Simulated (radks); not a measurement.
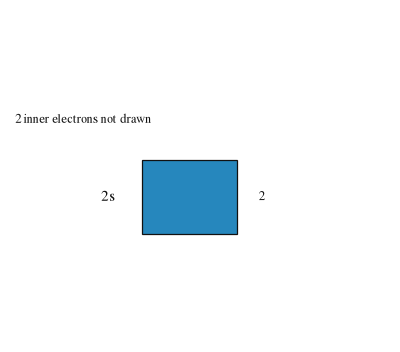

*The outer shells as the input fills them: a box for each of the 2l + 1 orbitals, shaded by the share of the shell that is filled, with the electron count at the right.*

## Atomic calculation for B⁺

System: B⁺, configuration [He] 2s2.
Method: non-relativistic Kohn-Sham, TPSS, spin-polarised, spherical densities, point nucleus (radks).

**Input file**
```
Z 5
configuration [He] 2s2
relativity non-relativistic
functional tpss,tpss
spin polarised
nucleus point
max_iterations 88
```

Energies in input and log are in hartree, lengths in bohr.

Hardware: 1 thread of Arm Neoverse N1, 40 GiB of memory available, shared host.

Launched within a batch (the task file carries these settings):
```bash
python <driver script> task.json out
```

**The program's output**
```
1s      1   1.0000          -7.18974198
2s      1   1.0000          -0.72467222
1s      2   1.0000          -7.18974198
2s      2   1.0000          -0.72467222
Etot -24.34710069112336
Ekin 24.266610059305687
Encl -54.64066701910308
Eh 9.631800635603918
Exc -3.604844366929891
err 1251690.7147521751
it 60
```

**What the run reported**

```
                   quantity               value
                    outcome       not converged
               total energy  −24.347101 hartree
             kinetic energy   24.266610 hartree
    electron–nucleus energy  −54.640667 hartree
             Hartree energy    9.631801 hartree
exchange–correlation energy   −3.604844 hartree
             SCF iterations                  60
                  wall time              0.57 s
```

**Diagnosis**

The run did not meet its convergence test in 60 iterations, so its last values are not results.
